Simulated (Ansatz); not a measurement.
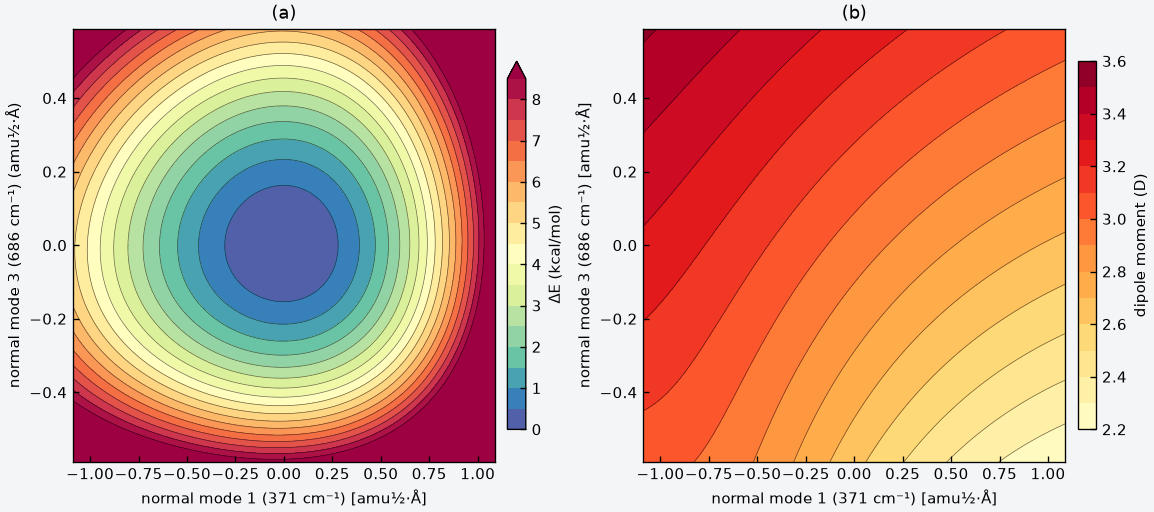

OSSb, SMILES [O]1[S][Sb]1, spin multiplicity 2. The first coordinate is: normal mode 1 (371 cm⁻¹); the second: normal mode 3 (686 cm⁻¹). Nothing is relaxed (straight displacements along the two mass-weighted modes). The scan uses a 9 × 9 grid. All energies are given in kcal/mol relative to the lowest grid point. Level of theory: Ansatz 0.2.0, UKS PBE-D4/def2-TZVP.

Panel (a) is the energy and panel (b) the computed dipole moment on the same grid.

In the figure: filled contours, one colour for all values above the top of the scale. Between grid points the surface is interpolated.

Q: How does the dipole moment vary over the map, and what is it at the lowest grid point?

A: Leaving out the highest fifth of the energies, it runs from 2.49 D at normal mode 1 (371 cm⁻¹) = 0.544 amu½·Å, normal mode 3 (686 cm⁻¹) = −0.442 amu½·Å to 3.45 D at normal mode 1 (371 cm⁻¹) = −1.088 amu½·Å, normal mode 3 (686 cm⁻¹) = 0.442 amu½·Å. At the lowest grid point, normal mode 1 (371 cm⁻¹) = 0.000 amu½·Å, normal mode 3 (686 cm⁻¹) = 0.000 amu½·Å, it is 2.95 D.
